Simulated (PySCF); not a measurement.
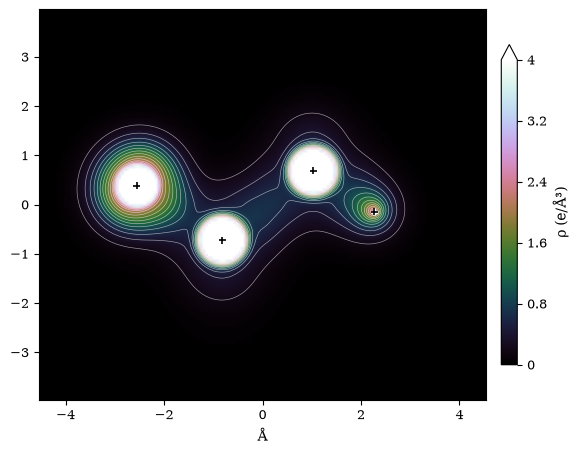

The total electron density on a plane through atoms (crosses mark nuclei in the plane).

All numbers below come from PySCF, PBE0/pcSseg-1, SCF density, gas phase, non-relativistic.

Candidates:
A. Cl3H3Si2 (SMILES [SiH3][Si](Cl)(Cl)Cl)
B. C3H8O3Si (SMILES CO[SiH](C=O)OC)

Q: Which candidate gave the map?

A: Candidate A: Cl3H3Si2 on the plane of atoms Si1, Si2 and H5, which holds Si, H and Cl. Si–Cl (2.06 Å): ρ is about 0.91 e/Å³ halfway. Si–Si (2.33 Å): ρ at the midpoint is about 0.68 e/Å³.
